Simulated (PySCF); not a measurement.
# One shape, several levels: [Si2PNH9]+ (SMILES [NH3+][SiH2][SiH2]P)

Aim: a comparison of 4 runs (HF/3-21G, HF/def2-SVP, B3LYP/6-31G*, PBE0/6-31G**) of [Si2PNH9]+. Input form: a Python script.

The results are computed with PySCF 2.14.0.

## 1. The system as given

The species is [Si2PNH9]+ (13 atoms), meant as a singlet with charge +1. SMILES: `[NH3+][SiH2][SiH2]P`. The coordinates come from a GFN2-xTB relaxation. This is one conformer, not always the lowest.

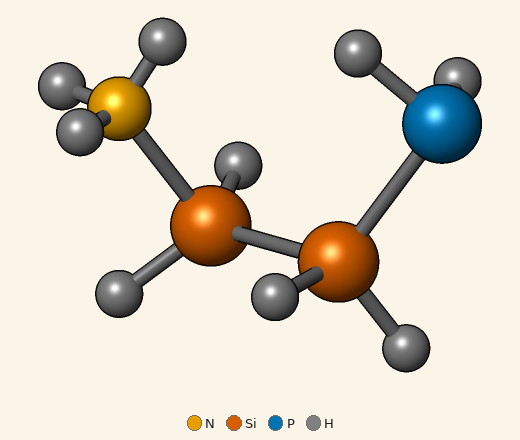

Viewed from a chosen angle; nitrogen amber, silicon orange, phosphorus blue, hydrogen grey.

## 2. Energy and gradient at HF/3-21G (run 1)

File input.py:

```python
from pyscf import gto

system = gto.M(
    atom='''
N   -1.571730  -0.030160   0.965570
Si   0.037840  -1.171270   0.665760
Si   1.654740   0.290860  -0.259770
P    1.090440   1.324570  -2.171000
H   -1.385640   0.722930   1.626590
H   -1.912040   0.393330   0.103180
H   -2.339860  -0.582030   1.349830
H    0.042010  -1.692410   2.033630
H   -0.685940  -2.151710  -0.148870
H    2.850390  -0.521130  -0.479250
H    1.876050   1.318750   0.769030
H   -0.107650   1.862420  -1.701640
H    0.451390   0.235830  -2.753050
''',
    basis='3-21g',
    verbose=3,
    max_memory=1860,
    charge=1,
)

mf = system.RHF()
mf.conv_tol = 1e-10
mf.kernel()
if not mf.converged:
    mf = mf.newton().run(mf.mo_coeff, mf.mo_occ)

energy = mf.e_tot
print('E = %.10f Eh' % energy)
grad = mf.nuc_grad_method().kernel()
mf.analyze()
```

Launch:

```bash
$ OMP_NUM_THREADS=1 python input.py
```

The program printed:

```text
converged SCF energy = -972.940176368376
E = -972.9401763684 Eh
--------------- RHF gradients ---------------
         x                y                z
0 N    -0.0022030582    -0.0027668782     0.0013603728
1 Si     0.0292403545    -0.0052529720    -0.0056749836
2 Si    -0.0143348223     0.0054299526    -0.0160139150
3 P    -0.0004096630    -0.0088052907     0.0134849127
4 H    -0.0004503745     0.0011462791     0.0008916585
5 H    -0.0012953297     0.0010345422    -0.0012011664
6 H    -0.0035776469     0.0008999022     0.0009685113
7 H    -0.0100337352     0.0011082873    -0.0051550173
8 H    -0.0046451322     0.0040024745     0.0080204528
9 H    -0.0045164220     0.0040527837    -0.0003655345
10 H     0.0001733918    -0.0012957209    -0.0041781805
11 H     0.0093253238    -0.0097258838    -0.0033402137
12 H     0.0027271139     0.0101725239     0.0112031030
----------------------------------------------
**** MO energy ****
MO #1   energy= -79.5308715637802  occ= 2
MO #2   energy= -68.5085845610353  occ= 2
MO #3   energy= -68.4617322477265  occ= 2
MO #4   energy= -15.7785027121157  occ= 2
MO #5   energy= -7.60610409050175  occ= 2
MO #6   energy= -6.31843589436485  occ= 2
MO #7   energy= -6.27976767644227  occ= 2
MO #8   energy= -5.48930411539394  occ= 2
MO #9   energy= -5.4892403463997   occ= 2
MO #10  energy= -5.4867201434195   occ= 2
MO #11  energy= -4.41365535205165  occ= 2
MO #12  energy= -4.41311568727963  occ= 2
MO #13  energy= -4.41212680862655  occ= 2
MO #14  energy= -4.37500915918791  occ= 2
MO #15  energy= -4.37434002252627  occ= 2
MO #16  energy= -4.37415170249255  occ= 2
MO #17  energy= -1.4478602500577   occ= 2
MO #18  energy= -1.04212694448276  occ= 2
MO #19  energy= -0.94774145027497  occ= 2
MO #20  energy= -0.923894887849658 occ= 2
MO #21  energy= -0.922180900852361 occ= 2
MO #22  energy= -0.857015832586125 occ= 2
MO #23  energy= -0.743273826323464 occ= 2
MO #24  energy= -0.694155242595454 occ= 2
MO #25  energy= -0.67041360607476  occ= 2
MO #26  energy= -0.640131531985764 occ= 2
MO #27  energy= -0.620078461493474 occ= 2
MO #28  energy= -0.594643847103852 occ= 2
MO #29  energy= -0.505871988917729 occ= 2
MO #30  energy= -0.089989708680303 occ= 0
MO #31  energy= -0.0447149462710792 occ= 0
MO #32  energy= -0.0196561227856056 occ= 0
MO #33  energy= 0.0241401810161004 occ= 0
MO #34  energy= 0.0443202887125902 occ= 0
MO #35  energy= 0.0596818736917264 occ= 0
MO #36  energy= 0.0948907981391848 occ= 0
MO #37  energy= 0.0958951534938792 occ= 0
MO #38  energy= 0.108681303547489  occ= 0
MO #39  energy= 0.116197828902423  occ= 0
MO #40  energy= 0.131660558915354  occ= 0
MO #41  energy= 0.147233218102209  occ= 0
MO #42  energy= 0.278306881553473  occ= 0
MO #43  energy= 0.308076753679305  occ= 0
MO #44  energy= 0.31725944923103   occ= 0
MO #45  energy= 0.329279773774619  occ= 0
MO #46  energy= 0.347969403141201  occ= 0
MO #47  energy= 0.387477157741246  occ= 0
MO #48  energy= 0.421247444918468  occ= 0
MO #49  energy= 0.500883854542944  occ= 0
MO #50  energy= 0.507086883286046  occ= 0
MO #51  energy= 0.534829610939815  occ= 0
MO #52  energy= 0.575531825620314  occ= 0
MO #53  energy= 0.761882290697661  occ= 0
MO #54  energy= 0.931567565511795  occ= 0
MO #55  energy= 0.971484705014882  occ= 0
MO #56  energy= 1.07190060128548   occ= 0
MO #57  energy= 1.11377319798427   occ= 0
MO #58  energy= 1.13114543997386   occ= 0
MO #59  energy= 1.17219755034908   occ= 0
MO #60  energy= 1.19481933168878   occ= 0
MO #61  energy= 1.20901470427687   occ= 0
MO #62  energy= 1.23902509264077   occ= 0
MO #63  energy= 1.31264786005014   occ= 0
MO #64  energy= 1.33129012047382   occ= 0
MO #65  energy= 1.36198334978661   occ= 0
MO #66  energy= 2.40468059842501   occ= 0
 ** Mulliken atomic charges  **
charge of    0N =     -0.42277
charge of    1Si =      0.52591
charge of    2Si =      0.28292
charge of    3P =      0.01642
charge of    4H =      0.27313
charge of    5H =      0.27080
charge of    6H =      0.28005
charge of    7H =     -0.05266
charge of    8H =     -0.05918
charge of    9H =     -0.03871
charge of   10H =     -0.05336
charge of   11H =     -0.02113
charge of   12H =     -0.00142

WARN: System has nonzero charge 1; the dipole moment is origin-dependent.
Location of origin: [0. 0. 0.]

Dipole moment(X, Y, Z, Debye): -4.04019, -1.02765,  3.02572
```

It took 4.5 s on 1 thread of Intel Xeon at 2.50GHz (Skylake/Cascade Lake), shared host; peak memory 0.14 GiB.

## 3. Energy and forces at HF/def2-SVP (run 2)

File input.py:

```python
# [NH3+][SiH2][SiH2]P
import pyscf.grad
from pyscf import gto

mol = gto.M(
    atom='''
N   -1.571730  -0.030160   0.965570
Si   0.037840  -1.171270   0.665760
Si   1.654740   0.290860  -0.259770
P    1.090440   1.324570  -2.171000
H   -1.385640   0.722930   1.626590
H   -1.912040   0.393330   0.103180
H   -2.339860  -0.582030   1.349830
H    0.042010  -1.692410   2.033630
H   -0.685940  -2.151710  -0.148870
H    2.850390  -0.521130  -0.479250
H    1.876050   1.318750   0.769030
H   -0.107650   1.862420  -1.701640
H    0.451390   0.235830  -2.753050
''',
    max_memory=1860,
    basis='def2-svp',
    spin=0,
    verbose=4,
    charge=1,
)

hf = mol.RHF()
hf.conv_tol = 1e-10
hf.kernel()
if not hf.converged:
    hf = hf.newton().run(hf.mo_coeff, hf.mo_occ)

etot = hf.e_tot
print(f'total energy: {etot:.8f} hartree')
grad = hf.Gradients().kernel()
hf.analyze()
```

Launch:

```bash
$ OMP_NUM_THREADS=1 python input.py
```

The program printed:

```text
PySCF version 2.14.0

[... 93 lines left out ...]
MO #3   energy= -68.9184573792298  occ= 2
[... 10 lines left out ...]
MO #14  energy= -4.40389382763394  occ= 2
[... 10 lines left out ...]
MO #25  energy= -0.669656306360185 occ= 2
[... 10 lines left out ...]
MO #36  energy= 0.041135040279384  occ= 0
[... 10 lines left out ...]
MO #47  energy= 0.319759686014869  occ= 0
[... 10 lines left out ...]
MO #58  energy= 0.581195243022819  occ= 0
[... 10 lines left out ...]
MO #69  energy= 0.802245108797532  occ= 0
[... 10 lines left out ...]
MO #80  energy= 1.170724974094     occ= 0
[... 10 lines left out ...]
MO #91  energy= 1.7323343039508    occ= 0
[... 10 lines left out ...]
MO #102 energy= 2.17711774270534   occ= 0
[... 10 lines left out ...]
MO #113 energy= 3.44646395700863   occ= 0
[... 94 lines left out ...]
pop of  8 H 2pz           0.00156
pop of  9 H 1s            1.07079
pop of  9 H 2s            0.00486
pop of  9 H 2px           0.00366
pop of  9 H 2py           0.00135
pop of  9 H 2pz           0.00020
pop of  10 H 1s           1.08548
pop of  10 H 2s           0.00392
pop of  10 H 2px          0.00029
pop of  10 H 2py          0.00248
pop of  10 H 2pz          0.00220
pop of  11 H 1s           1.02238
pop of  11 H 2s           0.00531
pop of  11 H 2px          0.00421
pop of  11 H 2py          0.00110
pop of  11 H 2pz          0.00051
pop of  12 H 1s           1.00209
pop of  12 H 2s           0.00635
pop of  12 H 2px          0.00142
pop of  12 H 2py          0.00319
pop of  12 H 2pz          0.00141
 ** Mulliken atomic charges  **
charge of    0N =     -0.41450
charge of    1Si =      0.59560
charge of    2Si =      0.37760
charge of    3P =      0.02897
charge of    4H =      0.26965
charge of    5H =      0.26796
charge of    6H =      0.27614
charge of    7H =     -0.08633
charge of    8H =     -0.09188
charge of    9H =     -0.08088
charge of   10H =     -0.09436
charge of   11H =     -0.03351
charge of   12H =     -0.01445

WARN: System has nonzero charge 1; the dipole moment is origin-dependent.
Location of origin: [0. 0. 0.]

Dipole moment(X, Y, Z, Debye): -3.69004, -0.84420,  2.69774
```

Wall time 32 s (1 thread of Intel Xeon at 2.50GHz (Skylake/Cascade Lake), shared host); peak memory 0.28 GiB.

Run 3 isn't shown in full; the table further down has it.

## 4. Energy and forces at PBE0/6-31G(d,p) (spherical functions) (run 4)

File mol.xyz:

```xyz
13

N     -1.571730    -0.030160     0.965570
Si     0.037840    -1.171270     0.665760
Si     1.654740     0.290860    -0.259770
P      1.090440     1.324570    -2.171000
H     -1.385640     0.722930     1.626590
H     -1.912040     0.393330     0.103180
H     -2.339860    -0.582030     1.349830
H      0.042010    -1.692410     2.033630
H     -0.685940    -2.151710    -0.148870
H      2.850390    -0.521130    -0.479250
H      1.876050     1.318750     0.769030
H     -0.107650     1.862420    -1.701640
H      0.451390     0.235830    -2.753050
```

File calc.py:

```python
from pyscf import gto, dft

mol = gto.Mole()
mol.atom = 'mol.xyz'
mol.max_memory = 1860
mol.charge = 1
mol.basis = '6-31g**'
mol.verbose = 4
mol.build()

calc0 = dft.RKS(mol)
calc0.xc = 'pbe0'
calc0.grids.level = 5
calc0.conv_tol = 1e-10
calc0.kernel()
if not calc0.converged:
    calc0 = calc0.newton().run(calc0.mo_coeff, calc0.mo_occ)

e_tot = calc0.e_tot
print('E(%s) = %.9f' % ('PBE0', e_tot))
grad = calc0.nuc_grad_method().kernel()
dip = calc0.dip_moment()
pop, q = calc0.mulliken_pop()
```

Launch:

```bash
$ OMP_NUM_THREADS=1 python calc.py
```

The program printed:

```text
PySCF version 2.14.0

[... 80 lines left out ...]
converged SCF energy = -979.78211974744
[... 14 lines left out ...]
WARN: System has nonzero charge 1; the dipole moment is origin-dependent.
[... 2 lines left out ...]
Dipole moment(X, Y, Z, Debye): -3.80452, -0.60160,  2.48516
[... 88 lines left out ...]
pop of  7 H 2pz           0.00423
pop of  8 H 1s            0.49730
pop of  8 H 2s            0.51497
pop of  8 H 2px           0.00139
pop of  8 H 2py           0.00248
pop of  8 H 2pz           0.00175
pop of  9 H 1s            0.49375
pop of  9 H 2s            0.49292
pop of  9 H 2px           0.00352
pop of  9 H 2py           0.00169
pop of  9 H 2pz           0.00058
pop of  10 H 1s           0.49290
pop of  10 H 2s           0.51602
pop of  10 H 2px          0.00062
pop of  10 H 2py          0.00257
pop of  10 H 2pz          0.00244
pop of  11 H 1s           0.50167
pop of  11 H 2s           0.48955
pop of  11 H 2px          0.00513
pop of  11 H 2py          0.00255
pop of  11 H 2pz          0.00219
pop of  12 H 1s           0.50059
pop of  12 H 2s           0.45044
pop of  12 H 2px          0.00267
pop of  12 H 2py          0.00446
pop of  12 H 2pz          0.00287
 ** Mulliken atomic charges  **
charge of    0N =     -0.75435
charge of    1Si =      0.43859
charge of    2Si =      0.19000
charge of    3P =      0.01439
charge of    4H =      0.37014
charge of    5H =      0.36566
charge of    6H =      0.37798
charge of    7H =     -0.01540
charge of    8H =     -0.01788
charge of    9H =      0.00754
charge of   10H =     -0.01455
charge of   11H =     -0.00110
charge of   12H =      0.03897
```

Wall time 96 s (1 thread of Intel Xeon at 2.50GHz (Skylake/Cascade Lake), shared host); peak memory 1.2 GiB.

## 5. All runs side by side

```csv
run,level,integration grid,energy (Eh),HOMO energy (eV),LUMO energy (eV),HOMO–LUMO gap (eV),wall time
1,HF/3-21G,–,-972.940176,-13.77,-2.45,11.32,4.5 s
2,HF/def2-SVP,–,-977.752718,-13.81,-2.48,11.33,32 s
3,B3LYP/6-31G* (spherical functions),5,-980.269034,-11.14,-5.86,5.28,85 s
4,PBE0/6-31G** (spherical functions),5,-979.782120,-11.38,-5.70,5.68,96 s
```

## 6. Outcome

| quantity | value |
| --- | --- |
| run 4: total energy | -979.78212 Eh |
| run 4: HOMO energy | -11.38 eV |
| run 4: LUMO energy | -5.70 eV |
| run 4: HOMO–LUMO gap | 5.68 eV |
| run 4: largest force on an atom | 1.094 eV/Å |

In words: The HOMO–LUMO gap runs from 5.28 eV (B3LYP/6-31G*) to 11.33 eV (HF/def2-SVP). The two ends differ in method and basis. Totals of different functionals can't be ranked against each other. All runs together took 3.6 min, the longest 96 s.
